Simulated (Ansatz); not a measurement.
# AlFH5NSi2: the cost of one run

Program: Ansatz 0.2.0. Level of theory: RKS BLYP/def2-SVP. These are calculated values, not measurements.

## 1. The structure to begin with

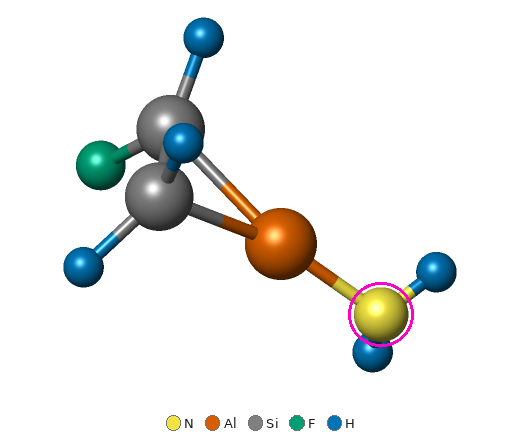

The starting structure, seen from a free direction (nitrogen yellow, aluminium orange, silicon grey, fluorine teal, hydrogen blue). Ringed: N1.

Coordinates:

```xyz
10

N    -2.3652    1.1444   -0.0639
Al   -0.7416    0.2743    0.0209
Si    0.6893   -1.3674    0.9240
Si    1.5790   -0.0758   -0.6803
F     2.5711    1.0953   -0.1495
H    -2.2151    2.2182    0.0806
H    -2.7252    1.0960   -1.0551
H     0.3798   -2.7214    0.5552
H     1.1662   -1.0284    2.3452
H     1.7447   -0.6864   -1.9739
```

## 2. End point A

File input.yaml:

```yaml
crystal:
  periodic: [false, false, false]
  atoms:
    - { symbol: "N", position_ang: [-2.3652, 1.1444, -0.0639] }
    - { symbol: Al, position_ang: [-0.7416, 0.2743, 0.0209] }
    - { symbol: Si, position_ang: [0.6893, -1.3674, 0.924] }
    - { symbol: Si, position_ang: [1.579, -0.0758, -0.6803] }
    - { symbol: F, position_ang: [2.5711, 1.0953, -0.1495] }
    - { symbol: H, position_ang: [-2.2151, 2.2182, 0.0806] }
    - { symbol: H, position_ang: [-2.7252, 1.096, -1.0551] }
    - { symbol: H, position_ang: [0.3798, -2.7214, 0.5552] }
    - { symbol: H, position_ang: [1.1662, -1.0284, 2.3452] }
    - { symbol: H, position_ang: [1.7447, -0.6864, -1.9739] }
basis:
  gaussian: { orbitals: def2-SVP }
hamiltonian:
  xc: blyp
relax:
  f_tol: 0.015
  max_steps: 40
```

On the command line:

```bash
> ansatz run input.yaml --threads 2 --pin off --max-ram 3072MiB --backend cpu --events-out ev --progress --plain --runs-dir out
```

Q: Estimate wall time and peak memory on 2 threads of Arm Neoverse V1, shared host.

About 61 s, with a peak of 0.15 GiB.
